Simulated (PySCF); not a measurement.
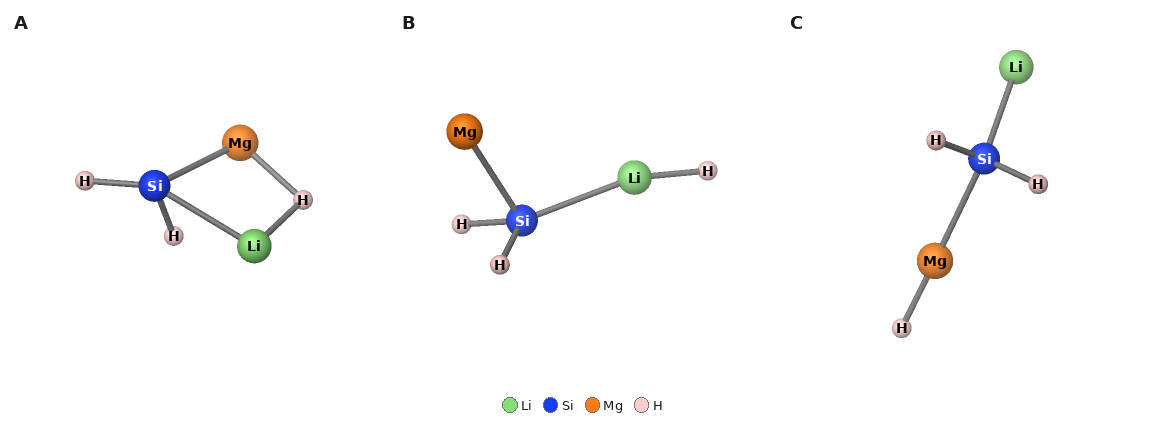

3 stationary structures of one formula. Geometries: PBE-D4/def2-SVP. Electronic energies: PBE-D4/def2-SVP (PySCF 2.14.0), without zero-point energy. No frequency run is at hand to confirm each as a minimum.

Rank them by energy, lowest first.

C is lowest (Cs); A lies 10.1 kJ/mol above it (C1), B lies 127.0 kJ/mol above it (Cs).
